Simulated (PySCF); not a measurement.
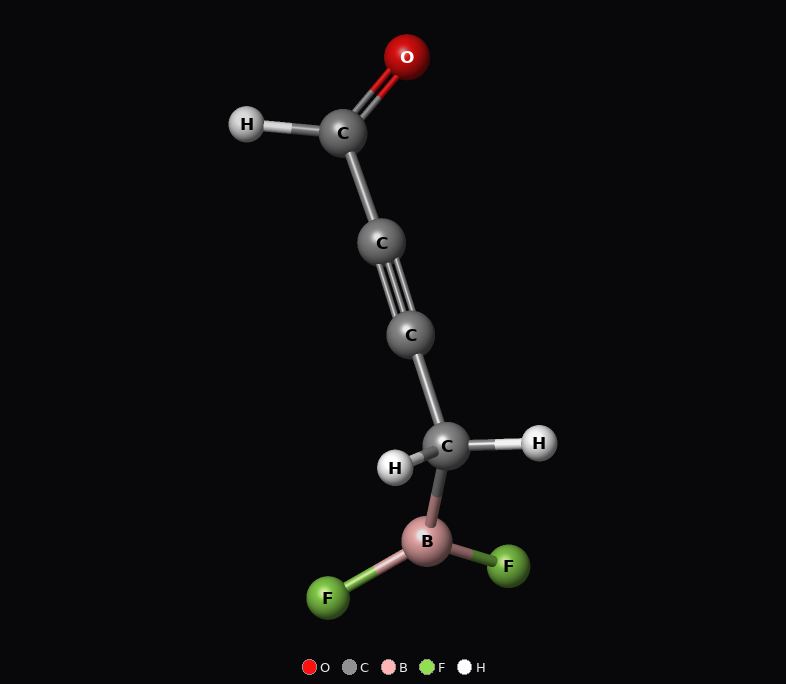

Multiple sticks mark multiple bonds (one Kekulé form).

The geometry was computed by an optimisation with PBE0-D3(BJ)/def2-SVP. No frequency run is at hand to confirm it as a minimum.

**Count the atoms of each element.**

C₄H₃BF₂O, 11 atoms: 4 carbon, 3 hydrogen, 1 boron, 2 fluorine and 1 oxygen.

**Write the SMILES.**

O=CC#CCB(F)F

**Does it have rings?**

It has no ring.

**Count the bonded pairs by element.**

3 C–C, 3 C–H, 2 B–F, 1 C–O, 1 C–B.

**Name functional groups in it.**

Among them: aldehyde, alkyne.

More results for the same structure follow; atom numbers are the same in all pictures, views and colours differ.

**Shape**

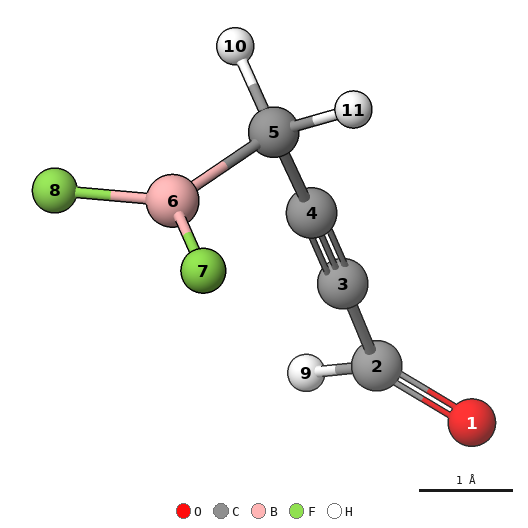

Atoms carry their numbers in the input. No frequency run is at hand to confirm it as a minimum.

What are the angles O1–C2–C3, O1–C2–H9, C3–C2–H9, C2–C3–C4, C3–C4–C5, C4–C5–B6, C4–C5–H10, C4–C5–H11, B6–C5–H10, B6–C5–H11, C5–B6–F7, C5–B6–F8, F7–B6–F8?

| angle | degrees |
| --- | --- |
| O1–C2–C3 | 124.4 |
| O1–C2–H9 | 121.5 |
| C3–C2–H9 | 114.1 |
| C2–C3–C4 | 178.0 |
| C3–C4–C5 | 178.0 |
| C4–C5–B6 | 108.2 |
| C4–C5–H10 | 110.1 |
| C4–C5–H11 | 110.1 |
| B6–C5–H10 | 109.6 |
| B6–C5–H11 | 109.9 |
| C5–B6–F7 | 121.0 |
| C5–B6–F8 | 121.3 |
| F7–B6–F8 | 117.7 |

**Electronic properties**

No frequency run is at hand to confirm it as a minimum. Properties computed with PBE0/aug-cc-pVDZ, gas phase (PySCF 2.14.0).

Predict the main results.

- dipole moment: 3.53 D
- HOMO energy (Kohn–Sham orbital): −8.03 eV
- LUMO energy (Kohn–Sham orbital): −2.11 eV
- HOMO–LUMO gap: 5.92 eV

**Excitation**

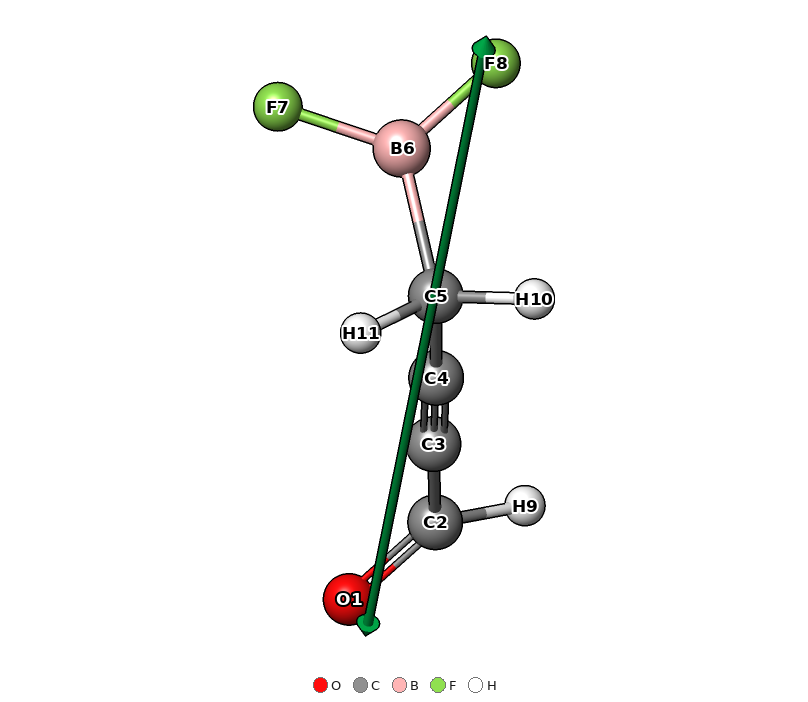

The double arrow shows the direction of the transition dipole to excited singlet state 3 (its length means nothing). No frequency run is at hand to confirm it as a minimum. Level of theory: TDDFT BHandHLYP/def2-SVPD, vertical, gas phase, core orbitals frozen in the response (PySCF 2.14.0).

**How is the transition polarised?**

Close to the long direction O1···F8.

**Where does the transition lie, and how strong is it?**

5.64 eV (220 nm), oscillator strength 0.18, mainly HOMO → LUMO (weight 0.71); transition dipole 2.90 D.

**Polarisability**

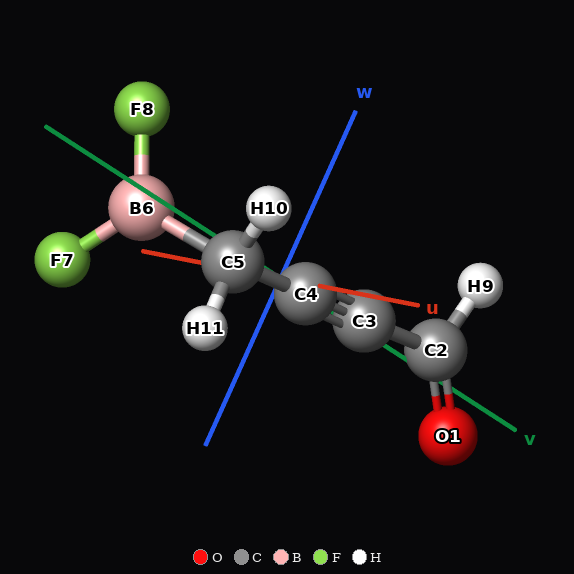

The lines u, v and w are the principal axes of the static dipole polarisability. No frequency run is at hand to confirm it as a minimum. Method: CAM-B3LYP/def2-SVPD (PySCF 2.14.0).

**Along which axis is the molecule most polarisable, and along which least?**

Most along v (nearly parallel to the C4–C5 bond), least along u.

**Give the three principal values.**

u 46.7, v 96.3, w 52.7 bohr³; mean 65.2, anisotropy 46.9 bohr³.
